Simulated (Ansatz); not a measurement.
# Calculations on CH₁₀Si₂

## 1. Relaxation

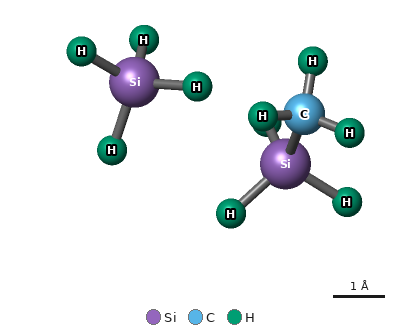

This is the input geometry for a relaxation of CH$_{10}$Si$_{2}$. The picture is a ball-and-stick view, seen from a free direction.

The run prepares an end point of a later path (reaction) calculation, from a guessed geometry.

Theory: RKS PBE0/def2-SVP in Ansatz.

The input:
```yaml
crystal:
  periodic: [false, false, false]
  atoms:
    - { symbol: Si, position_ang: [0.234788, -0.070117, 0.218988] }
    - { symbol: C, position_ang: [0.539063, -0.107655, 2.07023] }
    - { symbol: H, position_ang: [-0.202468, -0.725319, 2.591263] }
    - { symbol: H, position_ang: [1.537917, -0.51732, 2.303752] }
    - { symbol: H, position_ang: [0.489133, 0.908168, 2.488434] }
    - { symbol: H, position_ang: [1.554692, -0.204751, -0.480489] }
    - { symbol: H, position_ang: [-0.385149, 1.202628, -0.259355] }
    - { symbol: H, position_ang: [-0.626781, -1.207835, -0.214196] }
    - { symbol: Si, position_ang: [-3.020408, 0.588168, 1.086466] }
    - { symbol: H, position_ang: [-3.2394, -0.333038, -0.068144] }
    - { symbol: H, position_ang: [-4.104507, 0.363828, 2.098294] }
    - { symbol: H, position_ang: [-3.087807, 1.999865, 0.607105] }
    - { symbol: H, position_ang: [-1.714073, 0.324277, 1.712654] }
basis:
  gaussian: { orbitals: def2-SVP }
hamiltonian:
  xc: pbe0
relax:
  f_tol: 0.03
  max_steps: 50
output:
  orbitals: {}
```

Command:
```bash
ansatz run input.yaml --threads 2 --pin off --max-ram 3072MiB --backend cpu --events-out ev --progress --plain --runs-dir out
```

Predict the outcome.

The energy falls by 0.282 eV in 11 geometry steps. The largest force component goes from 0.72 to 0.024 eV/Å. The forces were under the threshold at step 6, but the run went on from there. The largest moves after the best rigid fit, 1.04 Å, are those of H11 and H13. Largest moves by element: H 1.04 Å, Si 0.58 Å, C 0.48 Å. Near-neighbour distances that change, for instance: Si1–Si9 3.433 → 4.253 Å, Si9–H13 1.473 → 1.495 Å, Si9–H11 1.500 → 1.494 Å, C2–H3 1.097 → 1.101 Å. Among the angles between lasting bonds that change: C2–Si1–H7 113.6° → 110.8°, C2–Si1–H6 108.4° → 110.8°. Groups turn about Si1–C2 by about 40°.

History of the run:

| step | E − E(0), eV | largest force component, eV/Å |
| --- | --- | --- |
| 0 | 0.0000 | 0.7233 |
| 1 | -0.1411 | 0.1283 |
| 2 | -0.1956 | 0.0932 |
| 3 | -0.2232 | 0.1848 |
| 4 | -0.2459 | 0.3248 |
| 5 | -0.2732 | 0.0647 |
| 6 | -0.2777 | 0.0266 |
| 7 | -0.2794 | 0.0973 |
| 8 | -0.2804 | 0.0425 |
| 9 | -0.2809 | 0.0031 |
| 10 | -0.2814 | 0.0233 |
| 11 | -0.2817 | 0.0239 |

The structure at the end:

```xyz
13

Si    0.5013   -0.1205    0.2414
C     1.0213   -0.1352    2.0480
H     0.1494   -0.2836    2.7043
H     1.7377   -0.9480    2.2432
H     1.4986    0.8166    2.3261
H     1.6850    0.0812   -0.6520
H    -0.4700    0.9879   -0.0221
H    -0.1555   -1.4111   -0.1354
Si   -3.5972    0.6480    1.0780
H    -3.4734   -0.2477   -0.1092
H    -4.9945    0.5851    1.6025
H    -3.2757    2.0521    0.6860
H    -2.6521    0.1960    2.1442
```

After the run, drawn alike:

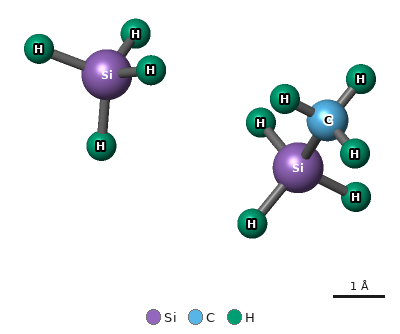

## 2. Relaxation

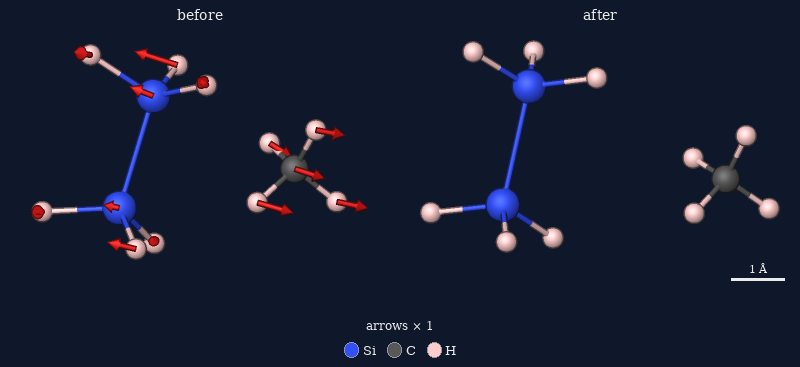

The structure of CH10Si2 before (left) and after (right) a relaxation, at one scale. The red arrows give the displacements, at their true length.

The picture is a ball-and-stick view, seen face on.

The run prepares an end point of a later path (reaction) calculation, from a guessed geometry.

Computed with Ansatz, RKS PBE0/def2-SVP. Settings: no spin polarisation; force threshold 0.03 eV/Å; at most 50 steps.

**Summarise the run.**

After 11 accepted moves (14 points after the start) the energy has fallen by 0.254 eV. The largest force component goes from 1.3 to 0.0016 eV/Å. The line search rejected the trial steps at points 3, 10, 13 of the run. The forces were under the threshold at step 4, but the run went on from there. The largest move after the best rigid fit is that of an H atom, 0.89 Å. By element the largest moves are H 0.89 Å, C 0.63 Å, Si 0.50 Å. Near-neighbour distances that change, for instance: Si–Si 2.259 → 2.347 Å, C–H 1.104 → 1.098 Å, H–Si 1.501 → 1.496 Å. Bond angles that change, for instance: H–Si–Si 113.7° → 110.5°, H–Si–Si 107.4° → 109.9°, H–Si–H 106.3° → 108.7°. Groups turn about Si–Si by about 30°.

Limits of the set-up: the start holds two separate molecules, 2.3 Å apart at their closest, whose relative position is a soft coordinate and is computed without a dispersion correction.

## 3. Path

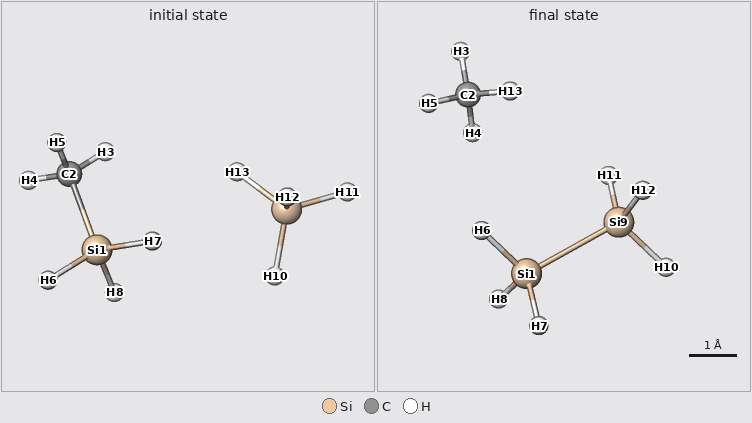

The two relaxed end points of a path for CH₁₀Si₂, made up at the start of CH6Si and SiH$_{4}$. Style: ball-and-stick. Shown at a tilt.

Method: Ansatz 0.2.0, RKS PBE0/def2-SVP.

Settings: 7 movable images; climbing image; force threshold 0.05 eV/Å; iteration limit 60.

Start:
```xyz
13

Si    0.4971   -0.1276    0.2369
C     1.0244   -0.1360    2.0414
H     0.1548   -0.2795    2.7019
H     1.7396   -0.9498    2.2372
H     1.5052    0.8158    2.3136
H     1.6777    0.0674   -0.6622
H    -0.4725    0.9821   -0.0274
H    -0.1643   -1.4182   -0.1318
Si   -3.5960    0.6546    1.0868
H    -3.4793   -0.2463   -0.0972
H    -4.9914    0.5975    1.6171
H    -3.2726    2.0563    0.6876
H    -2.6477    0.2047    2.1511
```

End:
```xyz
13

Si   -0.7585    0.1170   -0.8237
C     0.4219    0.0024    3.2208
H     0.4949   -0.2719    4.2816
H     0.1249   -0.8784    2.6358
H     1.3958    0.3653    2.8669
H     0.3779    0.7541   -0.0907
H    -0.8541    0.7294   -2.1849
H    -0.4756   -1.3439   -0.9751
Si   -2.7716    0.4350    0.3407
H    -3.9223   -0.0477   -0.4838
H    -2.7567   -0.3213    1.6302
H    -2.9715    1.8873    0.6377
H    -0.3300    0.7937    3.0995
```

Question: Predict the minimum-energy path and its barrier.

Answer: Forward barrier 324.0 kJ/mol, backward barrier 339.7 kJ/mol, with image 4 at the top; the reaction energy is −15.6 kJ/mol. Breaking: Si1–C2 (1.88 → 2.19 at the top → 4.21 Å), Si9–H13 (1.49 → 2.04 at the top → 3.70 Å). Forming: C2–H13 (3.69 → 1.35 at the top → 1.10 Å), Si1–Si9 (4.25 → 2.71 at the top → 2.35 Å). The band converged in 35 iterations. The largest component of the band force went from 18 to 0.037 eV/Å. The climbing image converged on the top of the path. Its vibrational analysis gives one imaginary mode (1456i cm⁻¹), as a transition state must have.

Energies of the converged images:

```tsv
image	path (Å)	E (kJ/mol)
0	0.00	0.0
1	1.00	0.6
2	2.01	11.6
3	3.01	74.6
4	4.01	324.0
5	5.46	58.3
6	6.92	-12.2
7	8.37	-15.8
8	9.83	-15.6
```

The geometry at the top of the path:

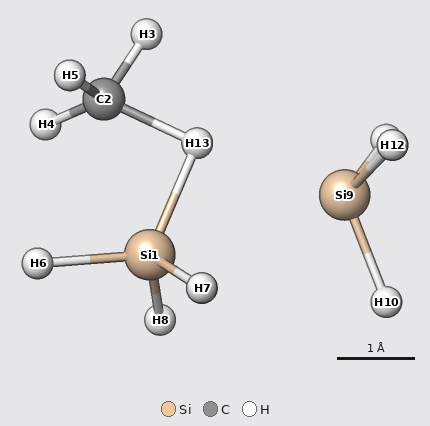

Limits of the set-up: the start holds two separate molecules, 2.9 Å apart at their closest, whose relative position is a soft coordinate and is computed without a dispersion correction.

Cost: 6.6 min on 2 threads of Arm Neoverse V2, on a shared host, peak memory 0.23 GiB.
